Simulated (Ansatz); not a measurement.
Cost and result by functional for the adsorption energy of NH2 on the 1x1 (0001) surface of hcp Ti, one in a 2x2 cell, started at the site 'hollow Ti-Ti-Ti', in Ansatz (plane waves, PAW). Single points on the PBE structure, on one kind of machine; costs are rough ratios of the slab run's core time (references not counted) to the cheapest single point. r2SCAN's cost holds its higher cutoff (500 against 420 eV). Differences are taken against r2SCAN for comparison alone: no measured value is at hand, so the table doesn't rank accuracy.

Set-up: 19 atoms, 6.8 Å thick at the start under the adsorbate (thin: gaps and levels are the slab's own); mesh 6x6x1; 0.1 eV smearing; dipole correction on; 8 atoms held, the rest relaxed; symmetry of the start imposed; no spin, no spin-orbit, no U, no dispersion correction. At the end it is bonded to 3 Ti. In PBE it is, or lies within 0.03 eV of, the lowest of the starts that converged. These notes are the PBE run's. Adsorption energies are against NH3(g) − ½ H2(g). A negative adsorption energy means that the adsorbate is more stable on the surface than in its reference.

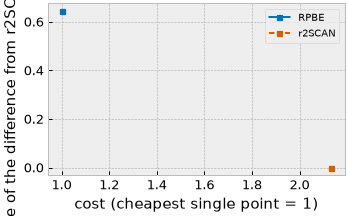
*Difference from r2SCAN against cost*

| functional | relative cost | adsorption energy (eV) | less r2SCAN (eV) |
|---|---|---|---|
| RPBE | 1 | -1.25 | 0.64 |
| r2SCAN | 2 | -1.90 | 0.00 |
| PBE (the relaxed run's value) | – | -1.50 | 0.40 |

The values span 0.64 eV, while the single points' costs differ by a factor of roughly 2. Differences are of unrounded values.

Ansatz is a first-principles code.
